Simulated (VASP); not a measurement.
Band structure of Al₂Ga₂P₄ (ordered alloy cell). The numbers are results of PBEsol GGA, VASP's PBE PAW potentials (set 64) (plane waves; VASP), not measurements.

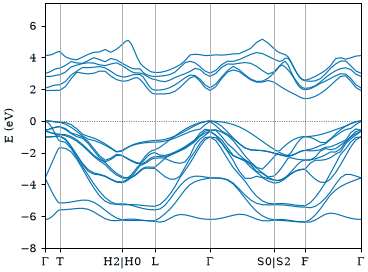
Figure: Bands along high-symmetry lines, zero at the valence-band maximum or, without a gap, the Fermi level

Q: Read the plot: is there a gap, and where are the band edges?

A: The gap is indirect, 1.39 eV, from the valence maximum at Γ to the conduction minimum at F. (Edges off the drawn lines would not show.)

The structure was generated: Al2Ga2P4 was put into an ordered model structure (R3m), which need not be its known phase. It was relaxed first.
